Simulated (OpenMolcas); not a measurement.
# One shape, several levels: doublet C4H11P+

Aim: a comparison of 4 runs (UHF/6-31G*, U-r2SCAN/6-31G*, U-revPBE/6-31G*, UM06-2X/6-31G*) of doublet C4H11P+. 

The results are computed with OpenMolcas 26.06.

1 further run of the same task is left out (set aside as unsound or not needed).

## Step 1: The structure to begin with

The species is C4H11P+ (16 atoms), meant as a doublet with charge +1. As SMILES of the parent species, `CC(C)(C)P`. Geometry: relaxed at PBE0-D4/def2-TZVP. This is one conformer, not always the lowest. That shape belongs to the parent species and isn't relaxed for this state.

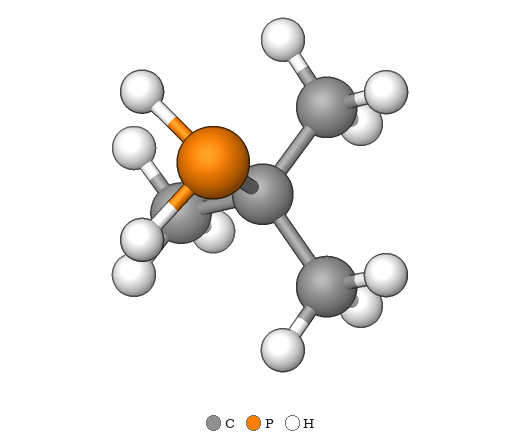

Viewed from a chosen angle; carbon grey, phosphorus orange, hydrogen white.

## Step 2: The energy at UHF/6-31G(d) (spherical functions) (run 1)

File run.input:

```
* C4H11P Hartree-Fock
>>> EXPORT MOLCAS_PRINT=2

&GATEWAY
  BASLIB=$CurrDir
  COORD
  16
  angstrom
  C       -0.741780       0.582300      -1.051100
  C        0.035910      -0.030370       0.105610
  C        1.479480       0.466250       0.087120
  C        0.012170      -1.553500       0.003740
  P       -0.680560       0.421300       1.774860
  H       -0.742250       1.673450      -0.997130
  H       -0.290390       0.293200      -2.007510
  H       -1.780850       0.244920      -1.055490
  H        2.060940       0.041070       0.909040
  H        1.529020       1.555730       0.165270
  H        1.962690       0.177600      -0.852030
  H       -1.010560      -1.939840       0.019660
  H        0.562950      -2.019500       0.824670
  H        0.474130      -1.873090      -0.936090
  H       -0.829160       1.815640       1.538880
  H       -2.041750       0.144830       1.470480
  BASIS=6-31Gs
  GROUP=NoSym

&SEWARD

&SCF
  UHF
  CHARGE=1
  SPIN=2
  THRESHOLDS=1e-10 1e-07 1e-07 1e-05
  PRORBITALS=0
```

The basis set 6-31G* is read from a file made from the Basis Set Exchange's data (not shown).

On the command line:

```
$ export MOLCAS_MEM=1860
$ pymolcas run.input > run.log
```

Standard output:

```text
--- Start Module: gateway ---
[...]
--- Stop Module: gateway /rc=_RC_ALL_IS_WELL_ ---
--- Start Module: seward ---
[...]
      Basis functions           96
--- Stop Module: seward /rc=_RC_ALL_IS_WELL_ ---
[...]
--- Start Module: scf ---
[...]
       Convergence after  22 Iterations
[...]
::    Total SCF energy                               -498.2773521454
[...]
      Total spin, S                                     0.5033398785
[...]
      Total electronic charge=   49.000000
      Total            charge=    1.000000
[...]
      Dipole Moment (debye):
      Origin of the operator (angstrom)=   -0.1305    0.0748    0.4862
                   X= -1.3936E+00               Y=  9.0755E-01               Z=  2.5389E+00           Total=  3.0350E+00
      Center of Charge (angstrom)
[...]
--- Stop Module: scf /rc=_RC_ALL_IS_WELL_ ---
[...]
```

It took 11 s on 1 thread of Arm Neoverse V2, shared host; peak memory 0.53 GiB.

## Step 3: The energy at U-r2SCAN/6-31G(d) (spherical functions) (run 2)

File job.input:

```
&GATEWAY
BasLib=$CurrDir
Coord
16
bohr
C     -1.40176104     1.10038752    -1.98629113
C      0.06786007    -0.05739098     0.19957398
C      2.79581201     0.88108481     0.16463294
C      0.02299797    -2.93568953     0.00706758
P     -1.28607201     0.79614162     3.35399931
H     -1.40264922     3.16236218    -1.88430261
H     -0.54875757     0.55406770    -3.79364409
H     -3.36531877     0.46283172    -1.99458703
H      3.89461216     0.07761105     1.71783664
H      2.88942904     2.93990362     0.31231504
H      3.70894657     0.33561536    -1.61010335
H     -1.90968163    -3.66576633     0.03715202
H      1.06382132    -3.81630191     1.55840044
H      0.89597585    -3.53962711    -1.76895373
H     -1.56688531     3.43106234     2.90806174
H     -3.85834831     0.27368903     2.77880447
Basis=6-31Gs
Group=NoSym
&SEWARD
GridInput
Grid=UltraFine
End of Grid
&SCF
UHF
Charge=1
Spin=2
KSDFT=2
1.0 MGGA_X_R2SCAN
1.0 MGGA_C_R2SCAN
Thresholds=1e-10 1e-07 1e-07 1e-05
PrOrbitals=1 2
```

The basis set 6-31G* is read from a file made from the Basis Set Exchange's data (not shown).

On the command line:

```
$ export MOLCAS_MEM=1860
$ pymolcas job.input > job.log
```

Standard output:

```text
--- Start Module: gateway ---
[...]
--- Stop Module: gateway /rc=_RC_ALL_IS_WELL_ ---
--- Start Module: seward ---
[...]
      Basis functions           96
--- Stop Module: seward /rc=_RC_ALL_IS_WELL_ ---
[...]
--- Start Module: scf ---
[...]
       Convergence after  21 Iterations
[...]
::    Total KS-DFT energy                            -499.9035516935
[...]
      Total spin, S                                     0.5022689081
[...]
      Total electronic charge=   49.000000
      Total            charge=    1.000000
[...]
      Dipole Moment (debye):
      Origin of the operator (angstrom)=   -0.1305    0.0748    0.4862
                   X= -1.2586E+00               Y=  8.6307E-01               Z=  1.2332E+00           Total=  1.9620E+00
      Center of Charge (angstrom)
[...]
--- Stop Module: scf /rc=_RC_ALL_IS_WELL_ ---
[...]
```

It took 3.2 min on 1 thread of Arm Neoverse V2, shared host; peak memory 0.53 GiB.

Run 3 isn't shown in full; the table further down has it.

## Step 4: A single-point energy at UM06-2X/6-31G(d) (spherical functions) (run 4)

File struct.xyz:

```xyz
16

C     -0.741780     0.582300    -1.051100
C      0.035910    -0.030370     0.105610
C      1.479480     0.466250     0.087120
C      0.012170    -1.553500     0.003740
P     -0.680560     0.421300     1.774860
H     -0.742250     1.673450    -0.997130
H     -0.290390     0.293200    -2.007510
H     -1.780850     0.244920    -1.055490
H      2.060940     0.041070     0.909040
H      1.529020     1.555730     0.165270
H      1.962690     0.177600    -0.852030
H     -1.010560    -1.939840     0.019660
H      0.562950    -2.019500     0.824670
H      0.474130    -1.873090    -0.936090
H     -0.829160     1.815640     1.538880
H     -2.041750     0.144830     1.470480
```

File mol.inp:

```
&GATEWAY
 BasLib=$CurrDir
 Coord=struct.xyz
 Basis=6-31Gs
 Group=NoSym

&SEWARD
 GridInput
 Grid=UltraFine
 End of Grid

&SCF
 UHF
 Charge=1
 Spin=2
 KSDFT=M062X
 Thresholds=1e-10 1e-07 1e-07 1e-05
 PrOrbitals=0
```

The basis set 6-31G* is read from a file made from the Basis Set Exchange's data (not shown).

On the command line:

```
$ export MOLCAS_MEM=1860
$ pymolcas mol.inp > mol.log
```

Standard output:

```text
--- Start Module: gateway ---
[...]
--- Stop Module: gateway /rc=_RC_ALL_IS_WELL_ ---
--- Start Module: seward ---
[...]
      Basis functions           96
--- Stop Module: seward /rc=_RC_ALL_IS_WELL_ ---
[...]
--- Start Module: scf ---
[...]
       Convergence after  21 Iterations
[...]
::    Total KS-DFT energy                            -499.9172270267
[...]
      Total spin, S                                     0.5015509144
[...]
      Total electronic charge=   49.000000
      Total            charge=    1.000000
[...]
      Dipole Moment (debye):
      Origin of the operator (angstrom)=   -0.1305    0.0748    0.4862
                   X= -1.3460E+00               Y=  9.0241E-01               Z=  1.8221E+00           Total=  2.4385E+00
      Center of Charge (angstrom)
[...]
--- Stop Module: scf /rc=_RC_ALL_IS_WELL_ ---
[...]
```

It took 3.3 min on 1 thread of Arm Neoverse V2, shared host; peak memory 0.53 GiB.

## Step 5: Overview of the runs

| run | level | integration grid | energy (Eh) | HOMO energy (eV) | LUMO energy (eV) | ⟨S²⟩ | wall time |
| --- | --- | --- | --- | --- | --- | --- | --- |
| 1 | UHF/6-31G* (spherical functions) | – | -498.277352 | -17.33 | -7.05 | 0.757 | 11 s |
| 2 | U-r2SCAN/6-31G* (spherical functions) | UltraFine | -499.903552 | -13.27 | -11.72 | 0.755 | 3.2 min |
| 3 | U-revPBE/6-31G* (spherical functions) | UltraFine | -499.919751 | -12.95 | -11.87 | 0.752 | 1.9 min |
| 4 | UM06-2X/6-31G* (spherical functions) | UltraFine | -499.917227 | -15.43 | -10.21 | 0.753 | 3.3 min |

## Step 6: Results

| quantity | value |
| --- | --- |
| run 4: total energy | -499.91723 Eh |
| run 4: HOMO energy (highest over α and β) | -15.43 eV |
| run 4: LUMO energy (lowest over α and β) | -10.21 eV |
| run 4: ⟨S²⟩ | 0.753 |

What this shows: Totals of different functionals can't be ranked against each other. All runs together took 8.6 min, the longest 3.3 min.
